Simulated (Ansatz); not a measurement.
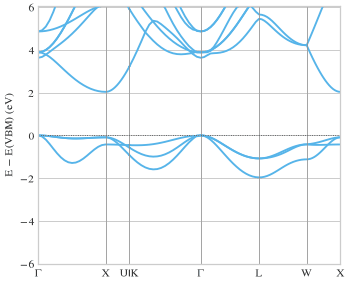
Band structure from plane-wave PAW PBEsol (Ansatz code)

Q: Read off the gap and where the band edges lie.

A: About 2.0 eV (2.04 eV by a search for the band edges); maximum at Γ, minimum at X.

The material is BaS (rock salt, Fm-3m).

The cell was relaxed with PBEsol under the symmetry of its start. Scalar-relativistic: spin–orbit coupling is off unless named, which matters more the heavier the elements.

Potentials: the later of the program's two PAW sets.
